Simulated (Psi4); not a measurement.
# MP2/6-31G(d) (spherical functions) run of CH4FGeN (SMILES [H]/N=[C](/F)[GeH3])

Aim: the vertical singlet–triplet gap of CH4FGeN at MP2/6-31G* (spherical functions), from 2 runs. 

Program for the calculation: Psi4 1.11.

2 further runs of the same task are left out: 2 set aside as unsound or not needed. Runs told in other sessions of the task aren't counted.

## (1) Starting point

CH4FGeN: 8 atoms, total charge 0, spin state singlet. SMILES: `[H]/N=[C](/F)[GeH3]`. Geometry: relaxed at PBE0-D4/def2-TZVP.

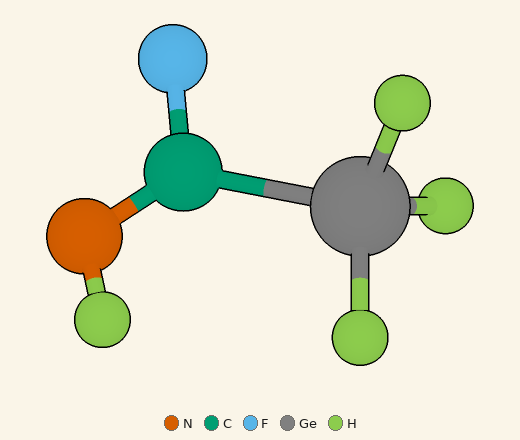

Viewed from a chosen angle; nitrogen orange, carbon teal, fluorine blue, germanium grey, hydrogen green.

## (2) The energy at MP2/6-31G(d) (spherical functions)

The input, ch4fgen.xyz:

```xyz
8
CH4FGeN
N      1.895900     0.222300    -0.348500
C      0.908100     0.027300     0.385600
F      1.137400    -0.127100     1.702400
Ge    -1.019900    -0.103800    -0.035500
H      1.617200     0.325400    -1.319900
H     -1.766200     1.006900     0.710300
H     -1.149700     0.071600    -1.553900
H     -1.530700    -1.479600     0.403700
```

The input, calc.py:

```python
import psi4

psi4.set_memory('2200 MB')
psi4.set_num_threads(1)
psi4.set_output_file('output.dat', False)

with open('ch4fgen.xyz') as f:
    atoms = ''.join(f.readlines()[2:])
m = psi4.geometry('0 1\n' + atoms + 'symmetry c1')

psi4.set_options({
    'basis': '6-31G*',
    'reference': 'rhf',
    'puream': True,
    'e_convergence': 1e-09,
    'd_convergence': 1e-08,
    'scf_type': 'pk',
    'num_frozen_docc': 12,
    'mp2_type': 'conv',
})

energy_value, wavefunction = psi4.energy('mp2', return_wfn=True)
print(f'mp2 energy: {energy_value:.10f} Eh')
```

On the command line:

```
$ python calc.py
```

output.dat:

```text
[...]
  Running in c1 symmetry.
[...]
  Nuclear repulsion =  257.992179624617791
[...]
  Multiplicity = 1
[...]
  Nalpha       = 29
  Nbeta        = 29
[...]
    Number of basis functions: 82
[...]
   @RHF iter   1: -2267.89373656818088   -3.31194e+00   2.88411e-02 ADIIS/DIIS
[...]
   @RHF iter  13: -2269.11691244577742   -5.91172e-12   5.38455e-09 DIIS
[...]
    Orbital Energies [Eh]
    ---------------------
    Doubly Occupied:
       1A   -405.271514     2A    -52.208627     3A    -46.298665
       4A    -46.298521     5A    -46.298505     6A    -26.306119
       7A    -15.569518     8A    -11.364076     9A     -7.235336
      10A     -5.209929    11A     -5.209434    12A     -5.209250
      13A     -1.663553    14A     -1.662010    15A     -1.661593
      16A     -1.658214    17A     -1.658034    18A     -1.625971
      19A     -1.229014    20A     -0.858355    21A     -0.783988
      22A     -0.707854    23A     -0.689674    24A     -0.654501
      25A     -0.563781    26A     -0.503144    27A     -0.497610
      28A     -0.445657    29A     -0.426627
[...]
  @RHF Final Energy: -2269.11691244577742
   => Energetics <=
    Nuclear Repulsion Energy =            257.9921796246177905
    One-Electron Energy =               -3674.6800329200282249
    Two-Electron Energy =                1147.5709408496331889
    Total Energy =                      -2269.1169124457774160
[...]
 Multipole Moments:
 ------------------------------------------------------------------------------------
     Multipole            Electronic (a.u.)      Nuclear  (a.u.)        Total (a.u.)
 ------------------------------------------------------------------------------------
 L = 1.  Multiply by 2.5417464519 to convert [e a0] to [Debye]
 Dipole X            :         -5.9846523            4.8042873           -1.1803651
 Dipole Y            :         -0.6792334            0.6620271           -0.0172064
 Dipole Z            :          0.7112425           -1.4420851           -0.7308426
 Magnitude           :                                                    1.3884123
[...]
	SCS-MP2 Total Energy (a.u.)        : -2269.78343554301409
	SOS-MP2 Total Energy (a.u.)        : -2269.76756724917595
	SCSN-MP2 Total Energy (a.u.)       : -2269.46496298816055
[...]
	SOS-PI-MP2 Total Energy (a.u.)     : -2269.81761761866801
[...]
	MP2 Total Energy (a.u.)            : -2269.81517213068992
[...]
```

On the terminal:

```text
mp2 energy: -2269.8151721307 Eh
```

Run time: 6 s. Hardware: 1 thread of AMD EPYC 7R43 (Zen 3), shared host; peak memory 0.37 GiB.

## (3) The triplet

The input, input.dat:

```
memory 2.2 GB

molecule mol {
  0 3
  N
  C 1 r2
  F 2 r3 1 a3
  Ge 2 r4 1 a4 3 d4
  H 1 r5 2 a5 3 d5
  H 4 r6 2 a6 1 d6
  H 4 r7 6 a7 2 d7
  H 4 r8 6 a8 7 d8

  r2 = 1.246064
  r3 = 1.345504
  a3 = 117.35015
  r4 = 1.977801
  a4 = 131.12572
  d4 = 179.97709
  r5 = 1.015835
  a5 = 111.20808
  d5 = 179.99373
  r6 = 1.531939
  a6 = 108.85543
  d6 = -119.12724
  r7 = 1.533999
  a7 = 110.96278
  d7 = -117.00607
  r8 = 1.531874
  a8 = 110.43461
  d8 = -123.51613
  symmetry c1
}

set basis 6-31G*
set reference uhf
set puream true
set e_convergence 1e-09
set d_convergence 1e-08
set scf_type pk
set num_frozen_docc 12
set mp2_type conv
set maxiter 100

energy('mp2')
```

On the command line:

```
$ psi4 input.dat output.dat -n 1
```

output.dat:

```text
[...]
  Running in c1 symmetry.
[...]
  Nuclear repulsion =  257.992174955885957
[...]
  Multiplicity = 3
[...]
  Nalpha       = 30
  Nbeta        = 28
[...]
    Number of basis functions: 82
[...]
   @UHF iter   1: -2267.75976975517051   -3.17797e+00   2.85585e-02 ADIIS/DIIS
[...]
   @UHF iter  24: -2268.95612902675111    2.46928e-10   4.40280e-09 DIIS
[...]
   @S^2 Observed:                2.020882099E+00
[...]
    Orbital Energies [Eh]
    ---------------------
    Alpha Occupied:
       1A   -405.257957     2A    -52.194317     3A    -46.284679
       4A    -46.284281     5A    -46.284201     6A    -26.280532
       7A    -15.628609     8A    -11.302448     9A     -7.221187
      10A     -5.196459    11A     -5.195373    12A     -5.194856
      13A     -1.649679    14A     -1.649170    15A     -1.648272
      16A     -1.644609    17A     -1.643547    18A     -1.604627
      19A     -1.289610    20A     -0.881380    21A     -0.783444
      22A     -0.715543    23A     -0.701320    24A     -0.678570
      25A     -0.617021    26A     -0.570546    27A     -0.487591
      28A     -0.487530    29A     -0.475091    30A     -0.242604
    Alpha Virtual:
[...]
  @UHF Final Energy: -2268.95612902675111
   => Energetics <=
    Nuclear Repulsion Energy =            257.9921749558859574
    One-Electron Energy =               -3675.1361195352501454
    Two-Electron Energy =                1148.1878155526123919
    Total Energy =                      -2268.9561290267515687
  UHF NO Occupations:
  HONO-2 :   28  A 1.9951774
  HONO-1 :   29  A 1.0000000
  HONO-0 :   30  A 1.0000000
  LUNO+0 :   31  A 0.0048226
  LUNO+1 :   32  A 0.0033980
[...]
 Multipole Moments:
 ------------------------------------------------------------------------------------
     Multipole            Electronic (a.u.)      Nuclear  (a.u.)        Total (a.u.)
 ------------------------------------------------------------------------------------
 L = 1.  Multiply by 2.5417464519 to convert [e a0] to [Debye]
 Dipole X            :          0.0002359           -0.0006345           -0.0003986
 Dipole Y            :          2.6703059           -1.7103004            0.9600054
 Dipole Z            :          4.3991179           -4.7617152           -0.3625973
 Magnitude           :                                                    1.0262005
[...]
	SCS-MP2 Total Energy (a.u.)        : -2269.57780960497757
	SOS-MP2 Total Energy (a.u.)        : -2269.51529732970675
	SCSN-MP2 Total Energy (a.u.)       : -2269.28619384018202
[...]
	SOS-PI-MP2 Total Energy (a.u.)     : -2269.60849204686565
[...]
	MP2 Total Energy (a.u.)            : -2269.60963943836032
[...]
```

Wall time 6.9 s (1 thread of AMD EPYC 7R43 (Zen 3), shared host); peak memory 0.38 GiB.

## (4) Outcome

Level: MP2/6-31G* (spherical functions), 12 core orbitals frozen.

```
                                                           quantity           value
                                              singlet: total energy  -2269.81517 Eh
                       singlet: HOMO energy (Hartree–Fock orbitals)       -11.61 eV
                       singlet: LUMO energy (Hartree–Fock orbitals)         3.38 eV
                     singlet: HOMO–LUMO gap (Hartree–Fock orbitals)        14.99 eV
              singlet: correlation energy (12 core orbitals frozen)      -698.3 mEh
                                              triplet: total energy  -2269.60964 Eh
triplet: HOMO energy (Hartree–Fock orbitals) (highest over α and β)        -6.60 eV
 triplet: LUMO energy (Hartree–Fock orbitals) (lowest over α and β)         0.47 eV
              triplet: correlation energy (12 core orbitals frozen)      -653.5 mEh
                         triplet: ⟨S²⟩ of the reference determinant           2.021
                   vertical energy of the triplet above the singlet        5.593 eV
```

**Reading.** At this shape the triplet lies 5.59 eV (129 kcal/mol) above the singlet.
